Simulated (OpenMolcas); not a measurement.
# Tm⁴⁺: CASSCF and CASPT2 terms and fine-structure levels

Aim: the low terms and levels of Tm⁴⁺, with their order and spacing, then second-order correlation under several settings.

Program: OpenMolcas 26.06. Level of theory: state-averaged CASSCF and CASPT2, spin-orbit coupling by RASSI with atomic mean-field integrals. These are calculated values, not measurements, unless marked.

### 1 The system

```
Species                           : Tm⁴⁺ (thulium, Z = 69, 65 electrons)
Basis                             : ANO-RCC-VDZP [7s6p4d2f1g], 68 functions
Scalar Hamiltonian                : DKH4, point nucleus
Inactive shells                   : 1s 2s 2p 3s 3p 3d 4s 4p 4d 5s 5p
Active space                      : 11 electrons in 7 orbitals (4f)
Some configurations of this space : 4f¹¹
Orbitals                          : optimised for each spin and parity, averaged over all roots
```

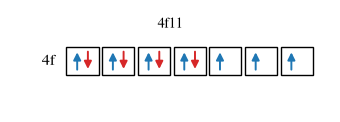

Outer shells as boxes.

Each step is its own input file, run in one work folder so that later steps find the files of earlier ones. Labels, J, g values, rates, χT and fits are worked out afterwards by a script from the matrices that RASSI stores.

### 2 Basis and integrals

a.inp

```
&GATEWAY
Coord
1

Tm 0.0 0.0 0.0
Basis=ANO-RCC-VDZP
Group=XYZ
NoMove
AngMom=0.0 0.0 0.0
AMFI
&SEWARD
Relativistic=R04O02
```

Command:

```console
$ OMP_NUM_THREADS=1 MOLCAS_MEM=2252 MOLCAS_PROJECT=a pymolcas a.inp > a.log
```

Log:

```text
Basis set label: TM.ANO-RCC...7S6P4D2F1G.

      Electronic valence basis set:
      ------------------
      Associated Effective Charge  69.000000 au
      Associated Actual Charge     69.000000 au
      Nuclear Model: Point charge

      Shell  nPrim  nBasis  Cartesian Spherical Contaminant
         s      25       7        X
         p      22       6        X
         d      15       4                 X
         f      11       2                 X
         g       4       1                 X
Relativistic=R04O02
                  Relativistic Douglas-Kroll-Hess integrals:
                    - DKH order of Hamiltonian: 4
                    - DKH order of Properties : 2
```

### 3 CASSCF: quartets of odd parity, 35 roots

a.inp

```
&RASSCF
FileOrb=start.orb
Symmetry=2
Spin=4
nActEl=11 0 0
Inactive=15 12
Ras2=0 7
CIRoot=35 35 1
SDav=35
CIMx=300
Iter=120 100
PrWF=0.3
OrbListing=Nothing
MaxOrb=0
Atom
>>> COPY $Project.JobIph JOB001
```

start.orb holds the contracted functions of the basis, ordered by shell, or the orbitals of the step before.

Log (excerpt; [...] marks lines left out):

```text
[...]
      Number of active orbitals                  7
[...]
      Spin quantum number                      1.5
[...]
      Active orbitals                            0   7
[...]
      Number of CSFs                            35
      Number of root(s) required                35
[...]
      Convergence after  9 iterations
[...]
      Natural orbitals and occupation numbers for root  1
      sym 2:   1.637056   1.608734   1.167539   1.970876   1.854102   1.373023   1.388670
      Natural orbitals and occupation numbers for root  2
      sym 2:   1.915399   1.762556   1.643861   1.830189   1.265301   1.363462   1.219233
      Natural orbitals and occupation numbers for root  3
      sym 2:   1.625627   1.328555   1.401726   1.894977   1.807829   1.708013   1.233274
::    RASSCF root number  1 Total energy: -13560.19364899
::    RASSCF root number  2 Total energy: -13560.19364899
::    RASSCF root number  3 Total energy: -13560.19364899
[...]
::    RASSCF root number 27 Total energy: -13560.05419225
::    RASSCF root number 28 Total energy: -13560.05419225
::    RASSCF root number 29 Total energy: -13560.05419225
::    RASSCF root number 30 Total energy: -13560.05419225
```

### 4 Reference wave functions, doublets of odd parity, 112 roots

a.inp

```
&RASSCF
FileOrb=start.orb
Symmetry=2
Spin=2
nActEl=11 0 0
Inactive=15 12
Ras2=0 7
CIRoot=112 112 1
SDav=112
CIMx=300
Iter=120 100
PrWF=0.3
OrbListing=Nothing
MaxOrb=0
Atom
>>> COPY $Project.JobIph JOB002
```

Log (excerpt; [...] marks lines left out):

```text
[...]
      Number of active orbitals                  7
[...]
      Spin quantum number                      0.5
[...]
      Active orbitals                            0   7
[...]
      Number of CSFs                           112
      Number of root(s) required               112
[...]
      Convergence after  8 iterations
[...]
      Natural orbitals and occupation numbers for root  1
      sym 2:   1.564643   1.526786   1.597417   1.599974   1.583169   1.552731   1.575281
      Natural orbitals and occupation numbers for root  2
      sym 2:   1.542842   1.535276   1.606012   1.561938   1.577107   1.585951   1.590875
      Natural orbitals and occupation numbers for root  3
      sym 2:   1.547077   1.562826   1.609873   1.536926   1.572256   1.597734   1.573308
::    RASSCF root number  1 Total energy: -13560.10602752
::    RASSCF root number  2 Total energy: -13560.10602752
::    RASSCF root number  3 Total energy: -13560.10602752
[...]
::    RASSCF root number 27 Total energy: -13560.06168298
::    RASSCF root number 28 Total energy: -13560.06168298
::    RASSCF root number 29 Total energy: -13560.06168298
::    RASSCF root number 30 Total energy: -13560.06168298
```

### 5 RASSI: spin-orbit coupling between the states

a.inp

```
&RASSI
NrOfJobIphs=2 30 73
1 2 3 4 5 6 7 8 9 10 11 12 13 14 15 16 17 18 19 20 21 22 23 24 25 26 27
28 29 30
1 2 3 4 5 6 7 8 9 10 11 12 13 14 15 16 17 18 19 20 21 22 23 24 25 26 27
28 29 30 31 32 33 34 35 36 37 38 39 40 41 42 43 44 45 46 47 48 49 50 51
52 53 54 55 56 57 58 59 60 61 62 63 64 65 66 67 68 69 70 71 72 73
IphNames
JOB001
JOB002
EJob
SpinOrbit
DIPRint=1.0
SOCoupling=1000.0
Subsets=2
MEES
Property=10
'ANGMOM' 1 'ANGMOM' 2 'ANGMOM' 3 'MLTPL  1' 1 'MLTPL  1' 2 'MLTPL  1' 3
'AMFI' 1 'AMFI' 2 'AMFI' 3 'MLTPL  2' 6
SOProperty=3
'ANGMOM' 1 'ANGMOM' 2 'ANGMOM' 3
```

Command:

```console
$ OMP_NUM_THREADS=1 MOLCAS_MEM=2252 MOLCAS_PROJECT=a pymolcas a.inp > a.log
```

Log (excerpt; [...] marks lines left out):

```text
SPIN-FREE ENERGIES:
  (Shifted by EMIN (a.u.) =     -13560.1936489914)
 SF State       Relative EMIN(au)   Rel lowest level(eV)    D:o, cm**(-1)      L_eff
     1             0.0000000000        0.0000000000              0.0000         6.0
     2             0.0000000000        0.0000000000              0.0000         6.0
     3             0.0000000000        0.0000000000              0.0000         6.0
     4             0.0000000000        0.0000000000              0.0000         6.0
     5             0.0000000000        0.0000000000              0.0000         6.0
     6             0.0000000000        0.0000000000              0.0000         6.0
     7             0.0000000000        0.0000000000              0.0000         6.0
     8             0.0000000000        0.0000000000              0.0000         6.0
     9             0.0000000000        0.0000000000              0.0000         6.0
    10             0.0000000000        0.0000000000              0.0000         6.0
[...]
Eigenvalues of complex Hamiltonian:
   -----------------------------------
  (Shifted by EMIN (a.u.) =     -13560.1936489914)
 SO State       Relative EMIN(au)   Rel lowest level(eV)    D:o, cm**(-1)     J-value
     1            -0.0441958840        0.0000000000              0.0000         7.0
     2            -0.0441958840        0.0000000000              0.0000         7.0
     3            -0.0441958840        0.0000000000              0.0000         6.8
     4            -0.0441958840        0.0000000000              0.0000         7.1
     5            -0.0441958840        0.0000000000              0.0000         7.2
     6            -0.0441958840        0.0000000000              0.0000         6.6
     7            -0.0441958840        0.0000000000              0.0000         6.3
     8            -0.0441958840        0.0000000000              0.0000         6.6
     9            -0.0441958840        0.0000000000              0.0000         4.2
    10            -0.0441958840        0.0000000000              0.0000         3.3
    11            -0.0441958840        0.0000000000              0.0000         6.8
[...]
```

These steps: 32 s of run time, 1 thread of Arm Neoverse V2, shared host.

Spin-free terms, from the roots grouped by L:

| configuration | term | E (cm⁻¹) |
| --- | --- | --- |
| 4f¹¹ | ⁴I° | 0.0 |
| 4f¹¹ | ²H° | 19231 |
| 4f¹¹ | ⁴S° | 19477 |
| 4f¹¹ | ⁴F° | 19477 |
| 4f¹¹ | ²G° | 25572 |
| 4f¹¹ | ²K° | 28963 |
| 4f¹¹ | ⁴G° | 30607 |
| 4f¹¹ | ²D° | 35378 |
| 4f¹¹ | ²P° | 35481 |

Fine-structure levels, from the RASSI matrices grouped by J:

```tsv
Configuration	Term	J	E (cm⁻¹)	g	Leading %
4f¹¹	⁴I°	15/2	0.0	1.197	97
4f¹¹	⁴I°	13/2	7923	1.107	99
4f¹¹	⁴I°	11/2	12507	0.985	85
4f¹¹	⁴I°	9/2	15410	0.828	65
4f¹¹	⁴F°	9/2	20664	1.184	61
4f¹¹	²H°	11/2	25229	1.101	70
4f¹¹	⁴S°	3/2	25545	1.698	69
4f¹¹	⁴F°	7/2	27920	1.196	88
4f¹¹	⁴F°	3/2	30318	0.760	62
4f¹¹	⁴F°	5/2	30572	1.050	88
4f¹¹	²H°	9/2	31325	1.061	31
4f¹¹	²K°	15/2	35088	1.065	93
4f¹¹	⁴G°	11/2	36348	1.243	84
4f¹¹	⁴G°	9/2	37589	1.117	71
4f¹¹	²G°	7/2	37694	0.945	72
```

The table of levels holds 15 of 27 computed; the rest, higher up, is left out.

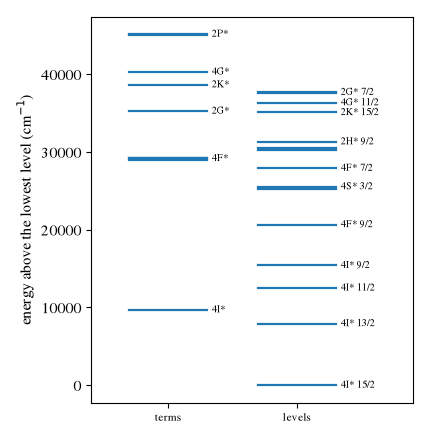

Terms (left) and the levels that spin-orbit coupling splits them into (right).

### 6 CASPT2: IPEA 0.1 (closed shells correlated: 5s 5p), extended multistate

a.inp

```
>>> COPY JOB001 $Project.JobIph
&CASPT2
XMultistate=30 1 2 3 4 5 6 7 8 9 10 11 12 13 14 15 16 17 18 19 20 21 22
23 24 25 26 27 28 29 30
Frozen=14 9
IPEA=0.1
MaxIter=60
WThr=0.0 0.3 0.05
PrWF=0.5
NoMix
>>> COPY JOB002 $Project.JobIph
&CASPT2
XMultistate=73 1 2 3 4 5 6 7 8 9 10 11 12 13 14 15 16 17 18 19 20 21 22
23 24 25 26 27 28 29 30 31 32 33 34 35 36 37 38 39 40 41 42 43 44 45 46
47 48 49 50 51 52 53 54 55 56 57 58 59 60 61 62 63 64 65 66 67 68 69 70
71 72 73
Frozen=14 9
IPEA=0.1
MaxIter=60
WThr=0.0 0.3 0.05
PrWF=0.5
NoMix
```

Log (excerpt; [...] marks lines left out):

```text
[...]
      Active orbitals                            0   7
[...]
      E2 (Variational):          -0.6777269500
      Total energy:          -13560.8713759414
[...]
::    XMS-CASPT2 Root  1     Total energy: -13560.86835313
::    XMS-CASPT2 Root  2     Total energy: -13560.86834013
[...]
::    XMS-CASPT2 Root 27     Total energy: -13560.74157314
::    XMS-CASPT2 Root 28     Total energy: -13560.74151252
::    XMS-CASPT2 Root 29     Total energy: -13560.74145896
::    XMS-CASPT2 Root 30     Total energy: -13560.74129764
```

This run took 64 s in all on 1 thread of Arm Neoverse V2, shared host.

XMS-CASPT2: lowest energy less the reference's lowest, -0.6743 hartree; reference weights 0.906 to 0.909.

Levels with spin-orbit coupling, from the RASSI matrix with the averaged CASPT2 term energies on its diagonal:

```csv
Configuration,Term,J,E (cm⁻¹),g,Leading %,Second
4f¹¹,⁴I°,15/2,0.0,1.197,97,3 ²K°
4f¹¹,⁴I°,13/2,7950,1.107,99,
4f¹¹,⁴I°,11/2,12370,0.988,82,16 ²H°
4f¹¹,⁴I°,9/2,14920,0.880,54,23 ²H°
4f¹¹,⁴F°,9/2,19050,1.148,59,24 ⁴I°
4f¹¹,⁴S°,3/2,23260,1.669,66,19 ²P°
4f¹¹,²H°,11/2,24010,1.113,61,23 ⁴G°
4f¹¹,⁴F°,7/2,25820,1.200,89,11 ²G°
4f¹¹,⁴F°,3/2,28040,0.792,60,21 ²D°
4f¹¹,⁴F°,5/2,28330,1.051,87,13 ²D°
4f¹¹,²G°,9/2,30020,1.063,31,27 ⁴F°
4f¹¹,⁴G°,11/2,33470,1.228,76,22 ²H°
4f¹¹,²K°,15/2,33870,1.064,92,5 ²L°
4f¹¹,⁴G°,9/2,34800,1.120,79,14 ²H°
4f¹¹,²G°,7/2,35760,0.947,65,25 ⁴G°
4f¹¹,²P°,3/2,39960,1.049,40,27 ⁴F°
```

The strongest lines between these levels (XMS-CASPT2 energies, vacuum wavelengths; moments from the reference wave functions; branching within the model space):

| upper | lower | type | λ (nm) | A (s-1) | branching % |
| --- | --- | --- | --- | --- | --- |
| 4f¹¹ ²K°_15/2 | 4f¹¹ ⁴I°_15/2 | M1 | 295.3 | 3.48e+01 | 82.2 |
| 4f¹¹ ²K°_15/2 | 4f¹¹ ⁴I°_13/2 | M1 | 385.8 | 7.53e+00 | 17.8 |
| 4f¹¹ ⁴G°_11/2 | 4f¹¹ ⁴I°_13/2 | M1 | 391.8 | 1.40e+01 | 63.5 |
| 4f¹¹ ²G°_7/2 | 4f¹¹ ⁴I°_9/2 | M1 | 480 | 2.95e+00 | 27.2 |
| 4f¹¹ ⁴G°_9/2 | 4f¹¹ ⁴I°_9/2 | M1 | 503.1 | 3.04e+00 | 11.2 |
| 4f¹¹ ²G°_9/2 | 4f¹¹ ⁴I°_11/2 | M1 | 566.4 | 1.75e+01 | 42.7 |
| 4f¹¹ ²P°_3/2 | 4f¹¹ ⁴S°_3/2 | M1 | 598.8 | 9.35e+00 | 19.3 |
| 4f¹¹ ²H°_11/2 | 4f¹¹ ⁴I°_13/2 | M1 | 622.6 | 3.75e+01 | 88.6 |
| 4f¹¹ ⁴G°_11/2 | 4f¹¹ ⁴F°_9/2 | M1 | 693.9 | 1.55e+00 | 7.1 |
| 4f¹¹ ²P°_3/2 | 4f¹¹ ⁴F°_3/2 | M1 | 839.2 | 2.26e+01 | 46.6 |
| 4f¹¹ ²H°_11/2 | 4f¹¹ ⁴I°_11/2 | M1 | 859.2 | 4.38e+00 | 10.4 |
| 4f¹¹ ²P°_3/2 | 4f¹¹ ⁴F°_5/2 | M1 | 859.7 | 1.65e+01 | 34.0 |
| 4f¹¹ ²G°_9/2 | 4f¹¹ ⁴F°_9/2 | M1 | 911.6 | 2.10e+01 | 51.1 |
| 4f¹¹ ⁴F°_7/2 | 4f¹¹ ⁴I°_9/2 | M1 | 917.9 | 6.29e+00 | 47.4 |
| 4f¹¹ ⁴G°_9/2 | 4f¹¹ ²H°_11/2 | M1 | 926.6 | 2.21e+01 | 81.4 |
| 4f¹¹ ²G°_7/2 | 4f¹¹ ⁴F°_7/2 | M1 | 1006 | 4.24e+00 | 39.1 |
| 4f¹¹ ⁴G°_11/2 | 4f¹¹ ²H°_11/2 | M1 | 1057 | 5.58e+00 | 25.4 |
| 4f¹¹ ⁴I°_13/2 | 4f¹¹ ⁴I°_15/2 | M1 | 1258 | 1.83e+01 | 100.0 |
| 4f¹¹ ⁴F°_7/2 | 4f¹¹ ⁴F°_9/2 | M1 | 1479 | 6.99e+00 | 52.6 |
| 4f¹¹ ⁴F°_9/2 | 4f¹¹ ⁴I°_11/2 | M1 | 1496 | 3.36e+00 | 64.4 |
| 4f¹¹ ⁴I°_11/2 | 4f¹¹ ⁴I°_13/2 | M1 | 2261 | 4.06e+00 | 100.0 |
| 4f¹¹ ⁴F°_9/2 | 4f¹¹ ⁴I°_9/2 | M1 | 2421 | 1.86e+00 | 35.6 |

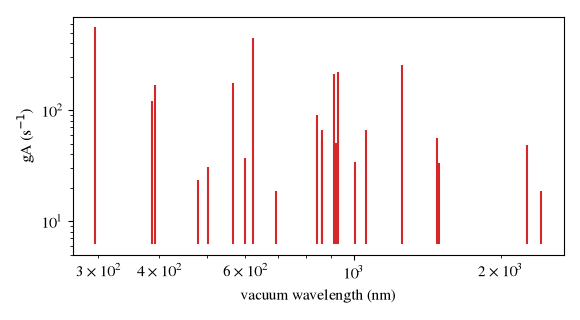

The lines as sticks of height gA, A times the degeneracy of the upper level: electric dipole blue, forbidden lines red.

No electric-quadrupole rates were computed, so the branching of forbidden lines counts M1 decays alone.

(Part 1 of 2 ends here.)
